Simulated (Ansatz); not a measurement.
SiH$_{3}$SF$_{3}$: single-point calculation

The run: single-point calculation of SiH$_{3}$SF$_{3}$. Method and program: RKS PBE0-D4/def2-TZVPP (Ansatz 0.2.0).

The geometry is a transition state. The reaction was set up to form Si1–H7 and S2–H6 and to break Si1–S2 and H6–H7 (atoms counted from 1 in the order of the input); sticks are drawn by distance alone. The geometry comes from this level: PBE0-D4/def2-TZVP.

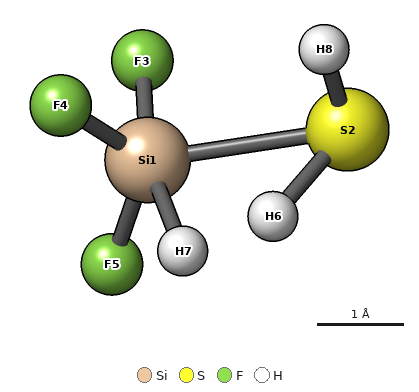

*The structure (ball-and-stick view, seen at a tilt; atoms are numbered from 1 in the order of the input).*

## The input
```yaml
crystal:
  periodic: [false, false, false]
  atoms:
    - {symbol: Si, position_ang: [-0.268354, 0.228815, -0.591681]}
    - {symbol: S, position_ang: [0.943225, -1.232562, 0.848590]}
    - {symbol: F, position_ang: [0.844539, 0.043908, -1.726522]}
    - {symbol: F, position_ang: [-0.131159, 1.803072, -0.417307]}
    - {symbol: F, position_ang: [-1.501931, -0.412967, -1.353123]}
    - {symbol: H, position_ang: [-0.374059, -0.489781, 1.177662]}
    - {symbol: H, position_ang: [-1.160890, 0.230902, 0.777590]}
    - {symbol: H, position_ang: [1.648530, -0.171387, 1.284690]}
basis:
  gaussian: {orbitals: def2-TZVPP}
hamiltonian: {xc: pbe0, dispersion: d4}
output: {orbitals: {seedname: orbitals}}
```

Run on 4 threads of Arm Neoverse V1, 23 GiB of memory available, shared host.

Command:
```bash
ansatz run in.yaml --threads 4 --pin off --events-out ev --progress --plain --max-ram 9574MiB
```

## The program's output
```
Functional definition: PBE0
  name "PBE0"
  cite "Adamo & Barone, J. Chem. Phys. 110, 6158 (1999) doi:10.1063/1.478522"
  cite "Perdew, Burke & Ernzerhof, Phys. Rev. Lett. 77, 3865 (1996) doi:10.1103/PhysRevLett.77.3865"
  parent pbe
  parameter a = 0.25
  parameter kappa = 0.804
  parameter beta = 0.06672455060314922
  exchange = (1 - a)*pbe_x(kappa = kappa, mu = beta*pi^2/3) + a*exact_x
  correlation = pbe_c(beta = beta)
1251 factors; their error is unknown
mean field evaluation 1: about -26901.6434 eV, gradient 5.3e1 eV
mean field evaluation 2: about -26897.2871 eV, gradient 7.9e1 eV
mean field evaluation 4: about -26905.4078 eV, gradient 1.3e0 eV
mean field evaluation 8: about -26905.4155 eV, gradient 2.8e-2 eV
mean field evaluation 16: about -26905.4694 eV, gradient 1.1e-4 eV
mean field -26905.46940965 eV, -988.7577636225 hartree, gradient 4.3e-5 eV, S^2 0.000000; 0 other end points of the search recorded, 0 dependent functions left out
reference -26905.46943395 eV, -988.7577645153 hartree; 30, 30 occupied and 189, 189 virtual orbitals, 1251 factors
Total energy: -26905.61571503 eV, -988.7631402460 hartree
```

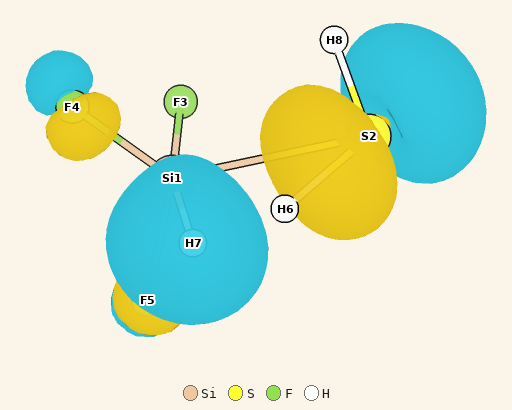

*One frontier orbital at ±0.15 Å⁻³ᐟ² (yellow and cyan are the two phases), seen at an oblique angle.*

The HOMO, at −8.39 eV. It lies mainly on S2 (40 %), H7 (25 %) and Si1 (15 %).

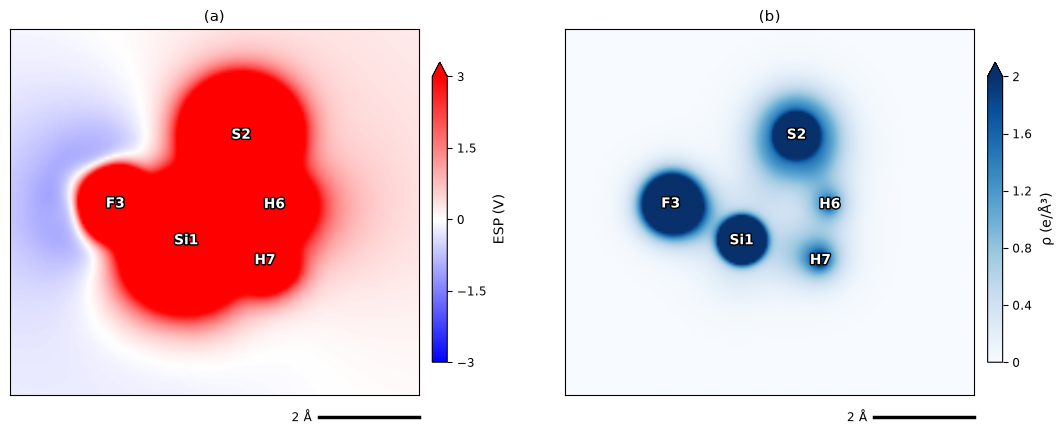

*(a) electrostatic potential; (b) total electron density on the plane of atoms Si1, S2 and H6.*

The section cuts through Si, S, F and H sites. Si–F (1.60 Å): ρ at the midpoint is about 1.2 e/Å³. Si–H (1.63 Å): ρ is about 0.61 e/Å³ halfway.

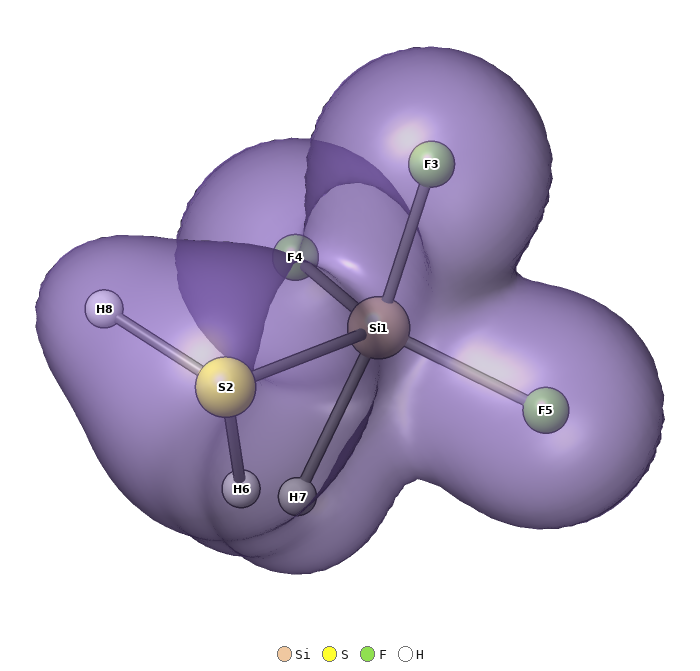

*Isosurface of the electron density at 0.2 e/Å³ (purple), seen at an oblique angle.*

At this value the surface is in one piece. On the grid the lowest density along these lines, outside the cores, is 1.1 e/Å³ (Si–F, 1.59 Å), 0.44 e/Å³ (Si–S, 2.38 Å), 1.5 e/Å³ (S–H, 1.35 Å) and 0.6 e/Å³ (Si–H, 1.63 Å).

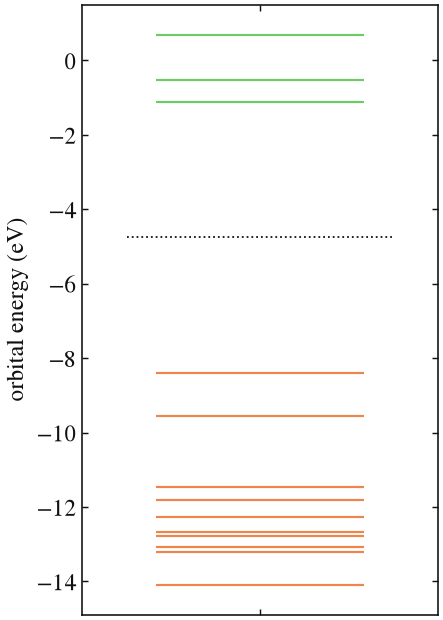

*Orbital energies near the frontier; the dotted line parts filled from empty levels, and levels within 0.02 eV of each other stand side by side.*

Highest filled −8.39 eV, lowest empty −1.12 eV, 7.27 eV apart.

## Key numbers

- outcome: converged
- total energy: −26905.6157 eV
- mean-field energy: −26905.4694 eV
- dispersion energy: −0.1463 eV
- SCF solution under orbital rotations: stable
- HOMO: −8.39 eV
- LUMO: −1.12 eV
- wall time: 2.6 s (CPU time 9.7 s)
- peak memory: 0.53 GiB
